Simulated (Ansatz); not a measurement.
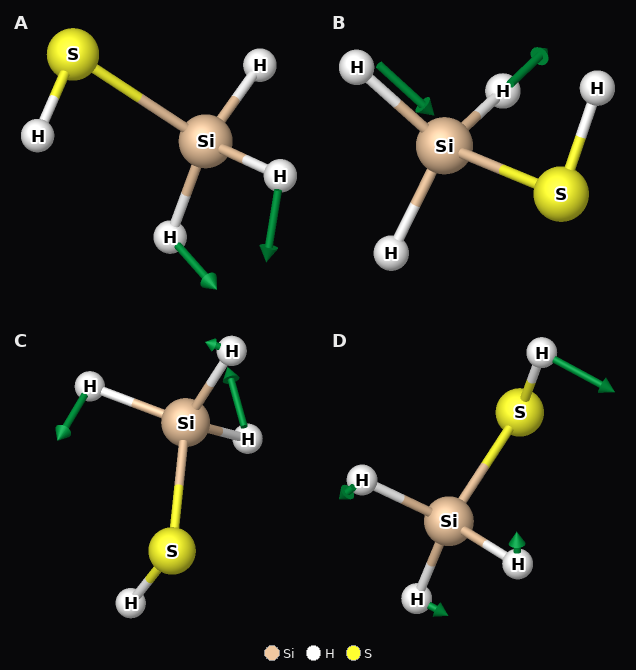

4 normal modes of one molecule or complex, as arrows. Harmonic vibrations computed with RKS PBE0-D4/def2-TZVP (Ansatz 0.2.0) at a stationary point of the same level.

> Match the panels to the wavenumbers 190 cm⁻¹, 625 cm⁻¹, 960 cm⁻¹, 2233 cm⁻¹.

A: 960 cm⁻¹, H–Si–H bending
B: 2233 cm⁻¹, out-of-phase stretching of 2 Si–H bonds
C: 625 cm⁻¹, H–Si–S bending
D: 190 cm⁻¹, a torsion or out-of-plane motion in which bond lengths and bond angles hardly change
